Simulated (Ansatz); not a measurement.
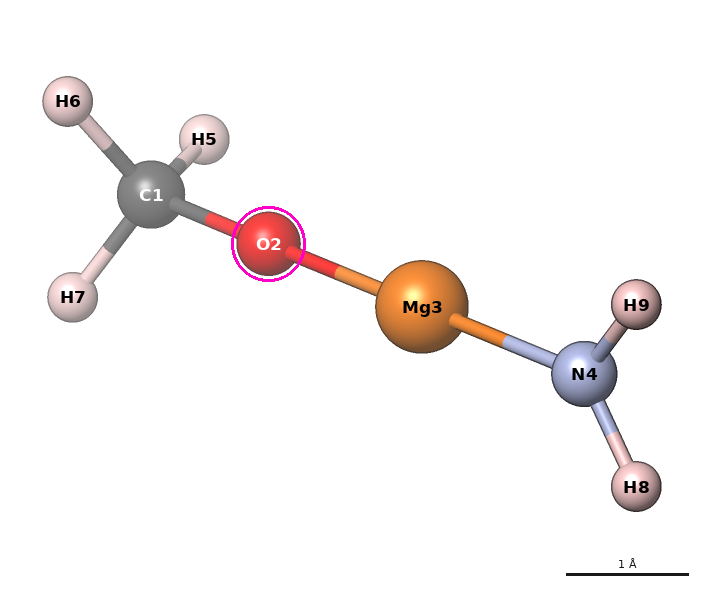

Orthographic view. Atoms fade into the background with distance from the viewer. The geometry was computed by an optimisation with PBE-D4/def2-SVP. No frequency run is at hand to confirm it as a minimum.

Question: Name the neighbours of the circled atom.

Answer: The circled atom is O2; it is bonded to C1, Mg3.

Question: What is the shortest path along bonds from the circled atom to H8?

Answer: O2–Mg3–N4–H8, 3 bonds; through space the two are 4.37 Å apart.

Question: Of O2 and Mg3, which is nearer the viewer?

Answer: Mg3; the bond to O2 points away from the viewer, so it looks shorter than its 1.79 Å.

Question: Which atom is nearest the viewer?

Answer: H9, 2.6 Å in front of the mean position.
